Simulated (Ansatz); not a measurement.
```yaml
crystal:
  periodic: [false, false, false]
  atoms:
    - {symbol: Al, position_ang: [-0.358290, -0.933299, 0.311057]}
    - {symbol: F, position_ang: [-1.663625, 0.142947, -0.988986]}
    - {symbol: H, position_ang: [-0.115128, -2.216616, -0.596370]}
    - {symbol: H, position_ang: [-1.307763, -1.031412, 1.583211]}
    - {symbol: H, position_ang: [-1.156983, 0.911975, -1.128657]}
    - {symbol: C, position_ang: [0.929921, 0.559429, 0.204726]}
    - {symbol: H, position_ang: [0.545405, 1.507217, 0.599644]}
    - {symbol: H, position_ang: [1.806032, 0.321771, 0.819315]}
    - {symbol: H, position_ang: [1.320332, 0.737989, -0.804036]}
basis:
  gaussian: {orbitals: def2-TZVPP}
hamiltonian: {xc: {name: BHLYP}, dispersion: d4}
```

Describe the molecule in this file.

The molecule is CH6AlF. The point group is Cs. Coordination, clear cases only: 1 F bent; 1 C tetrahedral.

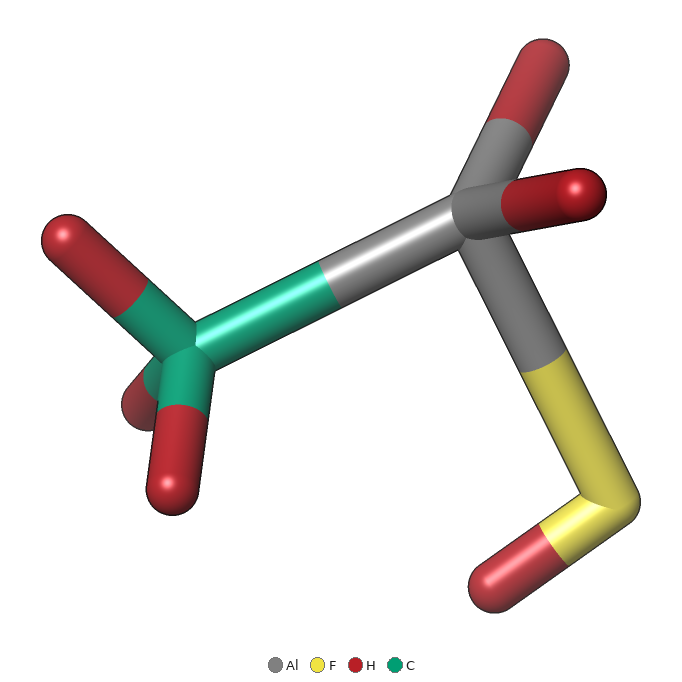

The picture comes from a calculation with Ansatz.
